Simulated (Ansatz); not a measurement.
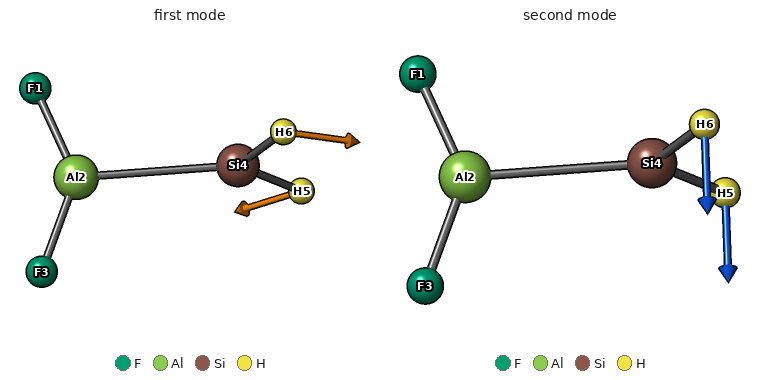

The system is AlF2H2Si, SMILES [F][Al]([F])[SiH2+], charge +1; the picture shows the reference structure; its two panels give the patterns of the first and the second mode as arrows. The first coordinate is: normal mode 6 (406 cm⁻¹); the second: normal mode 7 (571 cm⁻¹). Nothing is relaxed (straight displacements along the two mass-weighted modes). The grid has 15 × 15 points. Points are written as (first, second). All energies are given in kcal/mol relative to the lowest grid point. Level of theory: RKS PBE-D4/def2-TZVP in Ansatz 0.2.0.

Its coordinates:

```xyz
6

F     0.7467   -0.8632    2.1737
Al    0.9186   -0.8064    0.5512
F     1.8894   -1.4529   -0.5911
Si   -0.7997    0.7027   -0.4802
H    -2.1471    0.2550   -0.9412
H    -0.6079    2.1648   -0.7123
```

Range: normal mode 6 (406 cm⁻¹) from −0.708 to 0.708 amu½·Å; normal mode 7 (571 cm⁻¹) from −0.694 to 0.694 amu½·Å.

### Predict the map.

The lowest grid point is at (0.000 amu½·Å, 0.000 amu½·Å). It is the only kind of minimum in the scanned range. The highest grid point, (−0.708 amu½·Å, −0.694 amu½·Å), lies 15.2 kcal/mol above the lowest.

```csv
"normal mode 7 (571 cm⁻¹) ↓, normal mode 6 (406 cm⁻¹) →",−0.708,−0.607,−0.506,−0.405,−0.304,−0.202,−0.101,0.000,0.101,0.202,0.304,0.405,0.506,0.607,0.708
0.694,15.2,13.3,11.7,10.5,9.5,8.9,8.5,8.4,8.5,8.9,9.5,10.5,11.7,13.3,15.2
0.595,12.4,10.5,9.0,7.8,6.9,6.3,6.0,5.9,6.0,6.3,6.9,7.8,9.0,10.5,12.4
0.496,10.0,8.2,6.8,5.7,4.9,4.3,4.0,3.9,4.0,4.3,4.9,5.7,6.8,8.2,10.0
0.397,8.2,6.4,5.0,4.0,3.3,2.8,2.5,2.4,2.5,2.8,3.3,4.0,5.0,6.4,8.2
0.297,6.8,5.1,3.8,2.8,2.1,1.6,1.4,1.3,1.4,1.6,2.1,2.8,3.8,5.1,6.8
0.198,5.8,4.2,2.9,2.0,1.3,0.9,0.6,0.6,0.6,0.9,1.3,2.0,2.9,4.2,5.8
0.099,5.2,3.6,2.4,1.5,0.9,0.4,0.2,0.1,0.2,0.4,0.9,1.5,2.4,3.6,5.2
0.000,5.0,3.4,2.2,1.3,0.7,0.3,0.1,0.0,0.1,0.3,0.7,1.3,2.2,3.4,5.0
−0.099,5.2,3.6,2.4,1.5,0.9,0.4,0.2,0.1,0.2,0.4,0.9,1.5,2.4,3.6,5.2
−0.198,5.8,4.2,2.9,2.0,1.3,0.9,0.6,0.6,0.6,0.9,1.3,2.0,2.9,4.2,5.8
−0.297,6.8,5.1,3.8,2.8,2.1,1.6,1.4,1.3,1.4,1.6,2.1,2.8,3.8,5.1,6.8
−0.397,8.2,6.4,5.1,4.0,3.3,2.8,2.5,2.4,2.5,2.8,3.3,4.0,5.0,6.4,8.2
−0.496,10.0,8.2,6.8,5.7,4.9,4.3,4.0,3.9,4.0,4.3,4.9,5.7,6.8,8.2,10.0
−0.595,12.4,10.5,9.0,7.8,6.9,6.3,6.0,5.9,6.0,6.3,6.9,7.8,9.0,10.5,12.4
−0.694,15.2,13.3,11.7,10.5,9.5,8.9,8.5,8.4,8.5,8.9,9.5,10.5,11.7,13.3,15.2
```

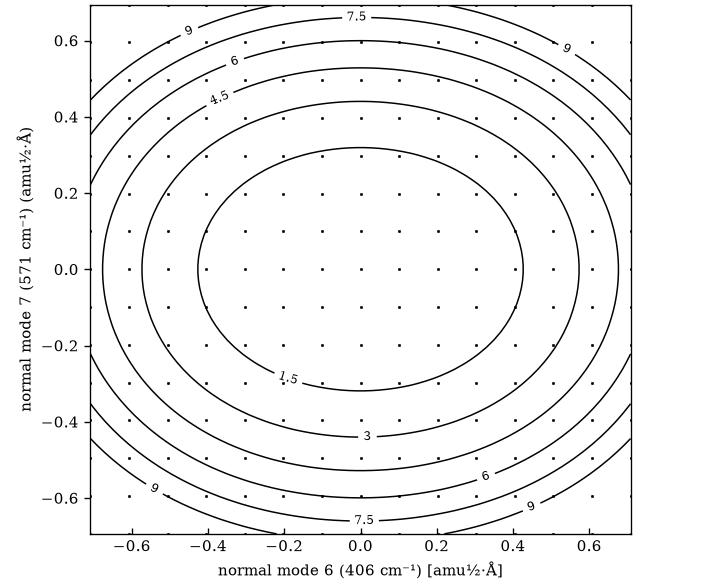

The picture shows contour lines labelled in kcal/mol (none above 9), dots at the grid points. Between grid points the surface is interpolated.

Each point was launched as `ansatz run input.yaml --threads 1 --pin off --max-ram 2560MiB --backend cpu --events-out ev --progress --plain --runs-dir out`. The whole map (225 points run) took 24 min on 1 thread of Arm Neoverse N1, on a shared host.
